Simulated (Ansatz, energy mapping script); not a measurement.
# LuNiN2: energy mapping under PBE+U (6 eV)

How strongly do the moments of LuNiN2 couple under PBE+U (6 eV)? The plan is to run several orders and fit a Heisenberg model.

Calculated with Ansatz 0.2.0; PBE with U = 6 eV on Ni d, ortho-atomic projectors; plane waves, U on orthogonalised atomic orbitals unless named otherwise, collinear spin, no spin–orbit coupling.

### 1. The starting structure

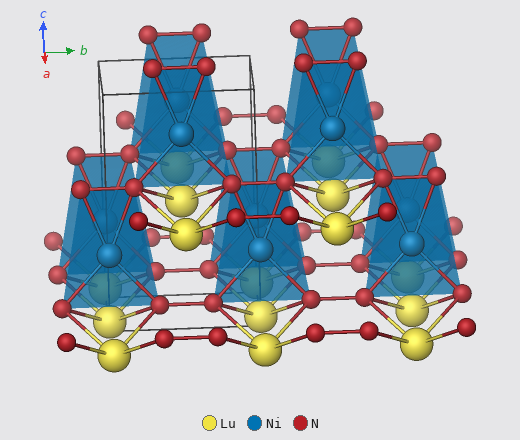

The starting structure, seen slightly off an axis (lutetium yellow, nickel blue, nitrogen red). 2×2×1 cells are drawn. This picture shows the conventional cell, with its axes. Some periodic images of atoms are drawn too.

This cell was built for the study (invented: LuFeC2 (Amm2) with N for C, Ni for Fe), not taken from an experiment; the compound need not form in this structure.

The cell was relaxed beforehand in Ansatz under PBE with U = 6 eV on Ni d, ortho-atomic projectors, from parallel moments.

The U corrects the self-interaction that lets semilocal functionals spread d and f electrons too far. Its value here is typed, not computed.

### 2. A first run with parallel moments

One run in the crystal's own cell, under PBE with U = 5.4 eV on Ni d, ortho-atomic projectors, shows which elements keep a moment. Transition or f elements with 0.3 μB or more enter the spin model; moments induced on other atoms do not.

Contents of input.yaml:

```yaml
crystal:
  lattice:
    - [3.493255003, 0.0, 0.0]
    - [0.0, 2.066690581, 3.349854372]
    - [0.0, -2.066690581, 3.349854372]
  atoms:
    - { symbol: Lu, position: [0.0, 0.040576476, 0.040576476] }
    - { symbol: Ni, position: [0.5, 0.393982181, 0.393982181], spin: 2.0 }
    - { symbol: "N", position: [0.5, 0.852366872, 0.498074301] }
    - { symbol: "N", position: [0.5, 0.498074301, 0.852366872] }
magnetization:
  spin_polarized: true
kpoints:
  mp_grid: { grid: [7, 7, 7] }
hamiltonian:
  xc: pbe
  hubbard:
    sites: [{ species: Ni, l: d, u_eff: 5.4 }]
    projectors: ortho-atomic
scf:
  occupations: { method: fermi_dirac, width: 0.05 }
output:
  eigenvalues: true
```

The run is started by

```
$ ansatz run input.yaml --threads 4 --pin off --max-ram 8192MiB --backend cpu --events-out ev --progress --plain --runs-dir out
```

Numbers of over 12 decimals in the logs are rounded to 6 here.

The log of the run:

```text
Engine: ansatz 0.2.0, aarch64-unknown-linux-gnu
Pseudopotentials: kind: paw
Pseudopotential: Lu, paw, valence charge 25, recommended cutoff 420 eV (normal), Lu.paw.azcp
Pseudopotential: Ni, paw, valence charge 18, recommended cutoff 420 eV (normal), Ni.paw.azcp
Pseudopotential: N, paw, valence charge 5, recommended cutoff 420 eV (normal), N.paw.azcp
Functional definition: PBE
  parameter kappa = 0.804
  parameter beta = 0.066725
  exchange = pbe_x(kappa = kappa, mu = beta*pi^2/3)
  correlation = pbe_c(beta = beta)
Crystal: 4 atoms, lattice volume = 48.368 Å³
Basis set: ecut = 420 eV, 951 PW (Γ)
Bands: 33, of which v1, the nominal top of the filled ones, is band 27 counted from 1 (26 counted from 0)
Symmetry: 4 space group operations
Space group: Amm2 (ITA 38), of the structure as read, at distance tolerance 3.6e-5 Å
Magnetic group: BNS 38.187 (UNI 285), of the structure as read, at distance tolerance 3.6e-5 Å
k-points: 64 of 343 (time reversal used)
Non-local potential: Lu, projectors of the file, l = 0: 3, l = 1: 2, l = 2: 2, l = 3: 3
Non-local potential: Ni, projectors of the file, l = 0: 3, l = 1: 2, l = 2: 3, l = 3: 1
Non-local potential: N, projectors of the file, l = 0: 2, l = 1: 2, l = 2: 1
PAW form: soft (Blöchl's): semilocal exchange-correlation on the pseudo side does not see the compensation charge
PAW one-centre angular grid: Lu, 590 points (default); XC on 64 Gauss nodes
PAW one-centre angular grid: Ni, 590 points (default); XC on 64 Gauss nodes
PAW one-centre angular grid: N, 110 points (default); XC on 64 Gauss nodes
Initial density: superposition of atomic densities (chi_scale 0.1, normalization cell, long waves kept (reshape's long-wave potential 0.00 eV rms))
Starting moments: Σ|m| = 2 μB on 1 of 4 sites
Initial wavefunctions: pseudopotential atomic-orbital guess
Functional: x = pbe(κ = 0.804, μ = 0.219515), c = pbe(β = 0.066725)
SCF iter   1: F=—  HF=-21339.340719 eV  |F-HF|=—  |Δ(HF+E_count)|=         —  Δρ=1.53e-1 (↑5.87e-2 ↓1.53e-1)  dr2=1.10e1  dr2_m=3.53e0  M=0.578 μB ∫|m|=0.780 μB  β_m=0.30  ethr=3.10e-3  ⟨swp⟩=5.1  Hψ=19838  notcnv=0
preconditioner: auto → Kerker (q_TF=auto, 2.770 Å⁻¹)  [metal: Δε(μ)=0.036 eV  Ē_g=13.367 eV  σ=0.050 eV  W_gap=0.18  n_scr=20 (ndim 8)  ℏωp=35.0 eV  f_vac=0.000  D(μ)=1.69/eV (n_scr^D=8)]
spin=Collinear: Kerker preconditioning applied to the charge; magnetization (m = ρ↑ − ρ↓) channel mixes plain (no charge-response kernel on spin).
SCF iter   2: F=—  HF=-21338.724639 eV  |F-HF|=—  |Δ(HF+E_count)|=   6.16e-1  Δρ=6.29e-2 (↑6.29e-2 ↓5.74e-2)  dr2=2.26e0  dr2_m=1.07e0  M=0.697 μB ∫|m|=0.973 μB  β_m=0.30  ethr=3.10e-3  ⟨swp⟩=3.3  Hψ=9890  notcnv=0  defer=153
[...]
SCF iter  10: F=—  HF=-21338.810897 eV  |F-HF|=—  |Δ(HF+E_count)|=   2.44e-2  Δρ=1.38e-3 (↑6.06e-4 ↓1.38e-3)  dr2=7.12e-4  dr2_m=2.14e-4  M=0.859 μB ∫|m|=0.939 μB  β_m=0.30  ethr=2.37e-6  ⟨swp⟩=2.4  Hψ=7995  notcnv=0  defer=139
[...]
spin-set hold released at iteration 10 (site moments contracting): the magnetisation degrees of freedom join the quasi-Newton model from the next iteration; the mixer history was flushed
[...]
SCF 1 converged in 25 iterations: F = -21338.854736 eV  dr2 = 1.98e-8
[...]
Symmetry: 1 space group operations
k-points: 172 of 343 (time reversal used)
[...]
spin=Collinear: Kerker preconditioning applied to the charge; magnetization (m = ρ↑ − ρ↓) channel mixes plain (no charge-response kernel on spin).
[...]
SCF 2 converged in 14 iterations: F = -21338.854736 eV  dr2 = 7.13e-8
an SCF from ferromagnetic starting moments (0.00, 2.00, 0.00, 0.00 Bohr magnetons, atom by atom) closed no lower than the state that the run had reached (+0.00 meV in free energy), which stands; the SCF set out from the atoms and, under a Hubbard term, can stand on another filling of the shells than the run's state, so that by this SCF it is not known whether that order lies lower
SCF converged after 25 iterations
Magnetization: 0.8579 μB (26.9290 up, 26.0710 down)
Absolute magnetization: 0.9347 μB (∫|ρ↑−ρ↓|, with the PAW one-centre terms)
Spin contamination: 0.0444 ħ² per cell (⟨S²⟩ above its minimum at these occupations)
Per-site moments (μB) at R_I (Å): [(0.013423, 0.980092), (0.767906, 0.817638), (0.011262, 0.604076), (0.011262, 0.604076)]
Free energy (F): -21338.854736 eV
Harris-Foulkes:  -21338.854736 eV  (|F-HF|=1.86e-8)
Internal energy: -21338.849297 eV  (E = F + TS)
E sigma→0 (E₀):  -21338.852016 eV
Entropy (-TS):   -0.005439 eV (-1.360 meV/atom)
Fermi energy:    16.057257 eV
--- Per-component energies (eV) ---
  E_band       = -241.837709
  E_kinetic    = 963.112342
  E_local      = -10712.678336  (includes V_loc(G=0)·N_el)
  E_nonlocal   = 1311.564377
  E_hartree    = 4478.149300
  E_xc         = -422.831474
  E_vxc        = -520.048220  (∫ρ·V_xc dr)
  E_hubbard    = 1.696972  (on-site DFT+U / exact-exchange correction)
  E_vhub       = -20.372577  (the Hubbard potential's part of the band-sum identity)
  E_paw        = -9263.471064  (= ΣΔE_a)
  E_vpaw       = -219.704299  (= ΣTr[D̂ρ^β])
  E_aug_tail   = 0.000747  (compensation charges beyond the density's cutoff)
  E_ewald      = -7694.392160
  E_smearing   = -0.005439  (= −TS)
  E_closure    = 0.000000  (closes the sum)
  Σ components = -21338.854736   (vs F -21338.854736, Δ=0.00e0)
--- Band table (eV; the first three rows and the last of 128) ---
  k-point 0 ↑: bands = [... 23 lower, 11.8995, 11.9125, 13.5585, 14.6424, 15.5553, 18.5184, 19.1528, 19.5699, ... 2 higher]
  k-point 1 ↑: bands = [... 23 lower, 11.6956, 12.0615, 13.5134, 14.8230, 15.9476, 18.2357, 19.1627, 19.7966, ... 2 higher]
  k-point 2 ↑: bands = [... 23 lower, 11.9735, 12.0006, 13.5435, 15.0841, 16.8296, 17.8137, 19.0123, 20.3638, ... 2 higher]
  k-point 63 ↓: bands = [... 23 lower, 13.1584, 13.3924, 15.1162, 15.4692, 19.0749, 19.8717, 20.2030, 20.7716, ... 2 higher]
Occupation matrices written to <dir>
```

Elapsed: 46 s, on 4 threads of Arm Neoverse V1, shared host; peak memory 0.87 GiB.

The column dr2 measures how far the density is from self-consistency, as an energy; F and HF (Harris–Foulkes) agree once it is small.

Spin moment in the sphere by atom:

| atom | spin moment in the sphere (μB) |
| --- | --- |
| Lu1 | 0.013 |
| Ni2 | 0.768 |
| N3 | 0.011 |
| N4 | 0.011 |

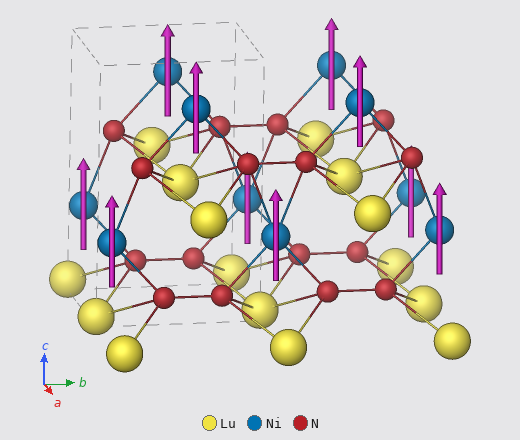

Spin moment in the sphere as arrows, the longest 0.768 μB. Up and down stand for the sign. Arrows give size and sign along the axis of quantisation, drawn up and down the page. 2×2×1 conventional cells are drawn. Some periodic images of atoms are drawn too.

The run ends ferromagnetic; Ni carries the moments.

### 3. One set of occupation matrices for all orders

A corrected shell can settle in several orbital fillings. One parallel run, with an occupation width a fifth wider than the orders use, therefore is to supply the occupation matrices. All orders start from them.

input.yaml, the sections that differ from step 2:

```yaml
kpoints:
  mp_grid: { grid: [10, 10, 10] }
hamiltonian:
  xc: pbe
  hubbard:
    sites: [{ species: Ni, l: d, u_eff: 6.0 }]
    projectors: ortho-atomic
scf:
  occupations: { method: fermi_dirac, width: 0.06 }
# crystal, magnetization, output: as in step 2
```

The log of the run:

```text
[...]
Crystal: 4 atoms, lattice volume = 48.368 Å³
Basis set: ecut = 420 eV, 951 PW (Γ)
Bands: 33, of which v1, the nominal top of the filled ones, is band 27 counted from 1 (26 counted from 0)
Symmetry: 4 space group operations
[...]
k-points: 186 of 1000 (time reversal used)
[...]
Starting moments: Σ|m| = 2 μB on 1 of 4 sites
[...]
SCF iter   1: F=—  HF=-21339.034919 eV  |F-HF|=—  |Δ(HF+E_count)|=         —  Δρ=1.54e-1 (↑5.79e-2 ↓1.54e-1)  dr2=1.13e1  dr2_m=3.52e0  M=0.584 μB ∫|m|=0.780 μB  β_m=0.30  ethr=3.10e-3  ⟨swp⟩=5.2  Hψ=57403  notcnv=0
[...]
SCF iter  27: F=-21338.673508 eV  HF=-21338.673508 eV  |F-HF|=8.29e-10  |Δ(HF+E_count)|=   1.42e-7  Δρ=2.42e-6 (↑1.59e-6 ↓2.42e-6)  dr2=5.74e-9  dr2_m=7.46e-10  M=0.860 μB ∫|m|=0.947 μB  ethr=1.89e-10  ⟨swp⟩=9.4  Hψ=55577  notcnv=0
SCF 1 converged in 27 iterations: F = -21338.673508 eV  dr2 = 5.74e-9
[...]
Symmetry: 1 space group operations
k-points: 504 of 1000 (time reversal used)
[...]
SCF 2 converged in 15 iterations: F = -21338.673508 eV  dr2 = 9.96e-9
[...]
SCF converged after 27 iterations
Magnetization: 0.8601 μB (26.9300 up, 26.0700 down)
Absolute magnetization: 0.9484 μB (∫|ρ↑−ρ↓|, with the PAW one-centre terms)
[...]
Per-site moments (μB) at R_I (Å): [(0.013490, 0.980092), (0.782565, 0.817638), (0.00597059, 0.604076), (0.00597059, 0.604076)]
Free energy (F): -21338.673508 eV
[...]
Internal energy: -21338.666445 eV  (E = F + TS)
E sigma→0 (E₀):  -21338.669976 eV
Entropy (-TS):   -0.007063 eV (-1.766 meV/atom)
Fermi energy:    16.060991 eV
[...]
--- Band table (eV; the first three rows and the last of 372) ---
  k-point 0 ↑: bands = [... 23 lower, 11.7237, 11.7740, 13.5719, 14.6493, 15.5150, 18.5164, 19.1476, 19.5612, ... 2 higher]
  k-point 1 ↑: bands = [... 23 lower, 11.4920, 11.9123, 13.5227, 14.7425, 15.7238, 18.3534, 19.1767, 19.6663, ... 2 higher]
  k-point 2 ↑: bands = [... 23 lower, 11.6701, 11.9250, 13.4695, 14.9381, 16.2367, 18.0642, 19.1055, 20.0039, ... 2 higher]
  k-point 185 ↓: bands = [... 23 lower, 13.1283, 13.3965, 14.9451, 15.3116, 19.5388, 20.0010, 20.2865, 21.0025, ... 2 higher]
Occupation matrices written to <dir>
```

Wall time 2.2 min (4 threads); peak memory 1.7 GiB; 8.6 min of CPU time.

Numbers from this step:

```
final state                       : ferromagnetic
electrons in the corrected shells : 8.804 e
largest moment                    : 0.783 μB
```

### 4. Order 1: parallel, cell A of 8 atoms

Each cell gets its own parallel run on the same mesh, so that most of the mesh error cancels in the differences.

Contents of input.yaml:

```yaml
crystal:
  lattice:
    - [0.0, -2.066690581, -3.349854372]
    - [-3.493255003, 2.066690581, -3.349854372]
    - [3.493255003, 2.066690581, -3.349854372]
  atoms:
    - { symbol: Lu, position: [0.959423524, 0.479711762, 0.479711762] }
    - { symbol: Lu, position: [0.959423524, 0.979711762, 0.979711762] }
    - { symbol: Ni, position: [0.606017819, 0.05300891, 0.55300891], spin: 2.0 }
    - { symbol: Ni, position: [0.606017819, 0.55300891, 0.05300891], spin: 2.0 }
    - { symbol: "N", position: [0.147633128, 0.00096285, 0.50096285] }
    - { symbol: "N", position: [0.147633128, 0.50096285, 0.00096285] }
    - { symbol: "N", position: [0.501925699, 0.823816564, 0.323816564] }
    - { symbol: "N", position: [0.501925699, 0.323816564, 0.823816564] }
magnetization:
  spin_polarized: true
kpoints:
  mp_grid: { grid: [10, 7, 7] }
hamiltonian:
  xc: pbe
  hubbard:
    sites:
      - { species: Ni, l: d, u_eff: 6.0 }
      - { site: 2, l: d, u_eff: 6.0, starting_ns: [{ spin: up, occupation_matrix: ni2_major }, { spin: down, occupation_matrix: ni2_minor }] }
      - { site: 3, l: d, u_eff: 6.0, starting_ns: [{ spin: up, occupation_matrix: ni2_major }, { spin: down, occupation_matrix: ni2_minor }] }
    projectors: ortho-atomic
    occupation_matrices:
      ni2_major:
        matrix:
          - [0.94, 0.0, 0.0, 0.02, 0.0]
          - [0.0, 0.977, 0.0, 0.0, 0.0]
          - [0.0, 0.0, 0.951, 0.0, 0.0]
          - [0.02, 0.0, 0.0, 0.945, 0.0]
          - [0.0, 0.0, 0.0, 0.0, 0.973]
      ni2_minor:
        matrix:
          - [0.914, 0.0, 0.0, 0.038, 0.0]
          - [0.0, 0.97, 0.0, 0.0, 0.0]
          - [0.0, 0.0, 0.248, 0.0, 0.0]
          - [0.038, 0.0, 0.0, 0.918, 0.0]
          - [0.0, 0.0, 0.0, 0.0, 0.967]
scf:
  occupations: { method: fermi_dirac, width: 0.05 }
output:
  eigenvalues: true
  write_density: true
  write_potential: true
  elf: true
  volumetric_format: npy
```

The log of the run:

```text
[...]
Crystal: 8 atoms, lattice volume = 96.737 Å³
Basis set: ecut = 420 eV, 1899 PW (Γ)
Bands: 66, of which v1, the nominal top of the filled ones, is band 53 counted from 1 (52 counted from 0)
Symmetry: 4 space group operations
[...]
k-points: 144 of 490 (time reversal used)
[...]
Starting moments: Σ|m| = 4 μB on 2 of 8 sites
[...]
SCF iter   1: F=—  HF=-42680.376946 eV  |F-HF|=—  |Δ(HF+E_count)|=         —  Δρ=1.35e-1 (↑5.49e-2 ↓1.35e-1)  dr2=1.73e1  dr2_m=5.23e0  M=1.652 μB ∫|m|=1.772 μB  β_m=0.30  ethr=3.10e-3  ⟨swp⟩=5.6  Hψ=81991  notcnv=0  defer=57
[...]
SCF iter  18: F=-42677.345259 eV  HF=-42677.345259 eV  |F-HF|=3.93e-10  |Δ(HF+E_count)|=   1.58e-8  Δρ=1.21e-6 (↑1.21e-6 ↓9.38e-7)  dr2=2.03e-9  dr2_m=4.96e-10  M=1.717 μB ∫|m|=1.894 μB  ethr=4.64e-11  ⟨swp⟩=2.1  Hψ=66172  notcnv=0
SCF 1 converged in 18 iterations: F = -42677.345259 eV  dr2 = 2.03e-9
[...]
SCF converged after 18 iterations
an eigenvalue changed by more than its tolerance at an iteration that met the thresholds in force, so the SCF went on 1 time: the last check found none over its tolerance
Magnetization: 1.7173 μB (53.8587 up, 52.1413 down)
Absolute magnetization: 1.8961 μB (∫|ρ↑−ρ↓|, with the PAW one-centre terms)
[...]
Per-site moments (μB) at R_I (Å): [(0.013252, 0.980092), (0.013252, 0.980092), (0.781926, 0.817638), (0.781926, 0.817638), (0.00600969, 0.604076), (0.00600969, 0.604076), (0.00600734, 0.604076), (0.00600734, 0.604076)]
Free energy (F): -42677.345259 eV
[...]
Internal energy: -42677.335475 eV  (E = F + TS)
E sigma→0 (E₀):  -42677.340367 eV
Entropy (-TS):   -0.009784 eV (-1.223 meV/atom)
Fermi energy:    16.055157 eV
[...]
--- Specified on-site occupations, and those of the state reported ---
  electrons in the specified blocks: 17.6060 specified, 17.6080 found
  site 3 (l=d) ↑: largest change of an orbital's occupation 0.0005; electrons 4.7860 specified, 4.7864 found; spectral distance 0.0006
[...]
site 2 (l=d) ↓: largest change of an orbital's occupation 0.0005; electrons 4.0170 specified, 4.0176 found; spectral distance 0.0007
[...]
--- Band table (eV; the first three rows and the last of 288) ---
  k-point 0 ↑: bands = [... 49 lower, 12.2863, 13.5715, 13.6127, 14.6484, 14.9844, 15.5159, 16.7536, 18.5161, ... 9 higher]
  k-point 1 ↑: bands = [... 49 lower, 12.2588, 13.4421, 13.6538, 14.7799, 14.8190, 15.7068, 16.9918, 18.3497, ... 9 higher]
  k-point 2 ↑: bands = [... 49 lower, 12.2001, 13.3747, 13.7699, 14.5691, 14.8844, 16.2259, 17.3489, 18.2266, ... 9 higher]
  k-point 143 ↓: bands = [... 49 lower, 13.3896, 13.9913, 15.2871, 16.8713, 17.2341, 18.0196, 18.7214, 18.9723, ... 9 higher]
Occupation matrices written to <dir>
```

It took 2.3 min on 4 threads; peak memory 1.7 GiB; 9.2 min of CPU time.

Spin moment in the sphere by atom:

| atom | spin moment in the sphere (μB) |
| --- | --- |
| Lu1 | 0.013 |
| Lu2 | 0.013 |
| Ni3 | 0.782 |
| Ni4 | 0.782 |
| N5 | 0.006 |
| N6 | 0.006 |
| N7 | 0.006 |
| N8 | 0.006 |

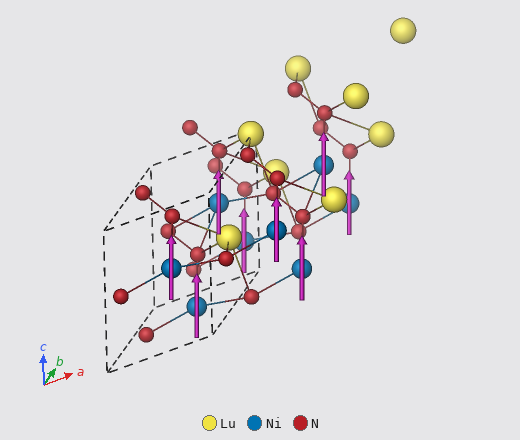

Spin moment in the sphere as arrows, the longest 0.782 μB. Up and down stand for the sign. Arrows give size and sign along the axis of quantisation, drawn up and down the page. Bonds to atoms that aren't drawn are left out. 2×2×1 cells are drawn. Some periodic images of atoms are drawn too.

The run ends ferromagnetic.

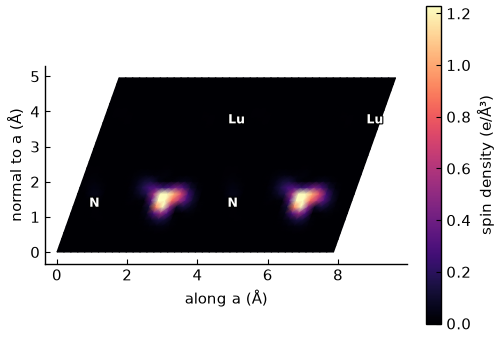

Spin density in the ac plane at fractional y = 0.001, with atoms of Lu and N within 0.2 Å of it. The map starts off the cell's origin, so that atoms lie inside it.

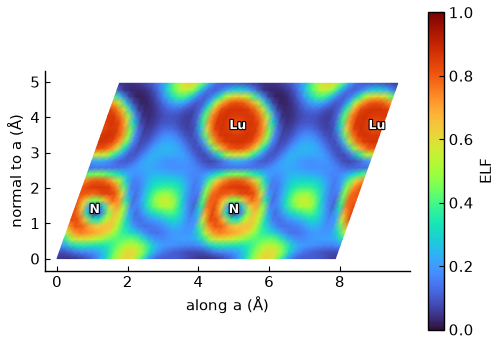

ELF in the ac plane at fractional y = 0.001, with atoms of Lu and N within 0.2 Å of it. It is the smooth field of the valence electrons, not physical close to the nuclei. The map starts off the cell's origin, so that atoms lie inside it.

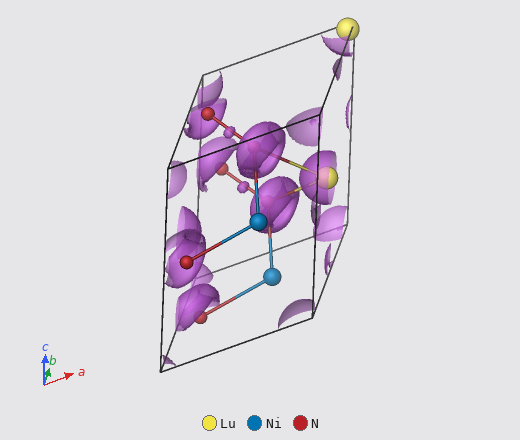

Surface of ELF = 0.81. Bonds to atoms that aren't drawn are left out.

[end of part 1 of 3]

[Logs and program files are shortened in this print: banners, set-up blocks, solver, clock and traceback lines can be left out without a mark of their own.]

[Logs are printed without paths, hosts, clocks, repeated set-up lines and the standing remarks that a program may print on its own settings, such as how far it seeks lower states.]

[Hosts, paths, dates, database ids (printed as entryN), source tags and the programs' standing remarks are cut or masked in the printed files.]

[Where a cell is said to come from a database of computed structures, the database is the Materials Project.]
